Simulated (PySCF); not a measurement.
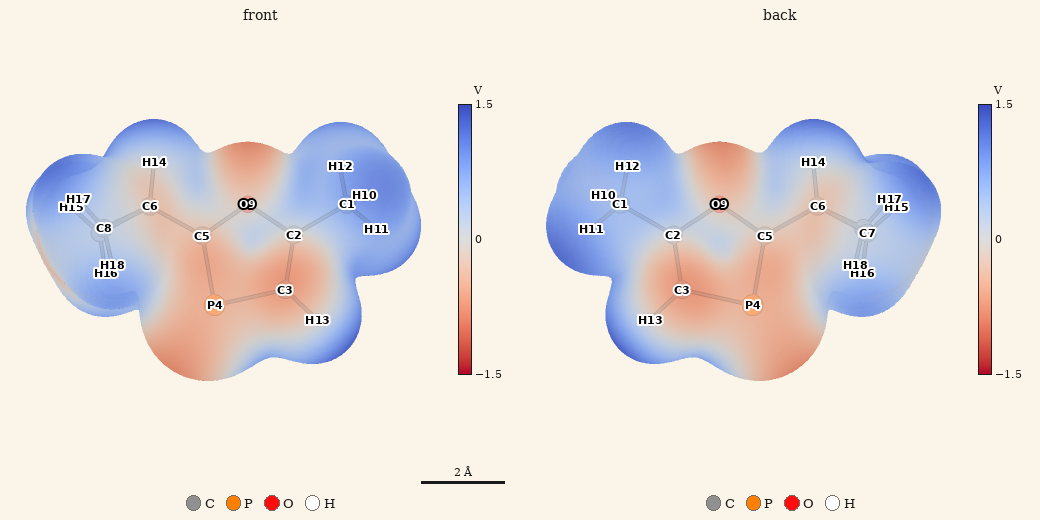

The picture shows: C7H9OP. The molecular electrostatic potential painted on the density surface at 0.004 e/bohr³, seen from the front and from behind; the colour scale runs from red (negative) to blue (positive).

Geometry: GFN2-xTB.

The calculation used PBE0/pcSseg-1, SCF density, gas phase, non-relativistic (PySCF).

```csv
atom,x (Å),y (Å),z (Å)
C,-3.2427,-0.5572,-0.2681
C,-1.9150,0.1023,-0.1068
C,-1.6231,1.3095,0.4412
P,0.1132,1.6323,0.4116
C,0.3012,0.0978,-0.3460
C,1.5340,-0.5549,-0.7999
C,2.6533,0.2880,-1.3538
C,2.8049,-0.3527,-0.0169
O,-0.8433,-0.5797,-0.5477
H,-3.4981,-1.1266,0.6261
H,-4.0146,0.1898,-0.4321
H,-3.2112,-1.2412,-1.1129
H,-2.3586,1.9831,0.8403
H,1.3613,-1.5269,-1.2465
H,3.2209,-0.1020,-2.1851
H,2.4890,1.3550,-1.3862
H,3.4775,-1.1907,0.0858
H,2.7425,0.2804,0.8560
```

**Describe the electrostatic potential map.**

The most negative region (about −0.8 V) lies over P4 and O9, the most positive (about +1.3 V) over the C and H atoms.
